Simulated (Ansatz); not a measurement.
SnSe$_{2}$ (CdI2 type)

```xyz
3
Lattice="3.8399 0.0000 0.0000 -1.9200 3.3255 0.0000 0.0000 0.0000 6.0088" Properties=species:S:1:pos:R:3 pbc="T T T"
Sn     0.0000     0.0000     0.0000
Se     0.0000     2.2170     1.5936
Se     1.9200     1.1085     4.4152
```

This relaxed cell (volume V₀) is scaled evenly in all directions, its shape held. The atoms relax within the cell's symmetry.

Computed with PBE-D3(BJ) (plane waves to 420 eV, PAW, scalar-relativistic; Ansatz, a first-principles code). k mesh 10×10×6 (Γ-centred), Fermi-Dirac smearing 0.05 eV. The energy includes the smearing's −TS. With the shape held, the modulus is that of even scaling; a crystal free to change shape is softer. SnSe2 was relaxed with its symmetry unable to fall. The zero of ΔE is the relaxed starting cell.

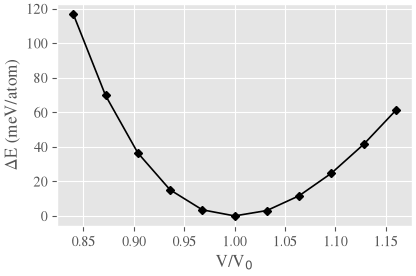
*ΔE (meV/atom) against V/V₀; markers are the computed points, lines only join them.*

Task: What is ΔE at V/V₀ = 0.840?

Result: About 120 meV/atom.

Task: What is ΔE at V/V₀ = 1.160?

Result: About 61 meV/atom.

Task: What bulk modulus at fixed cell shape B₀ follows from a third-order Birch-Murnaghan fit?

Result: About 40 GPa.

(A scan under strain: stresses follow from slopes of the energy per volume, elastic moduli from its curvatures.)
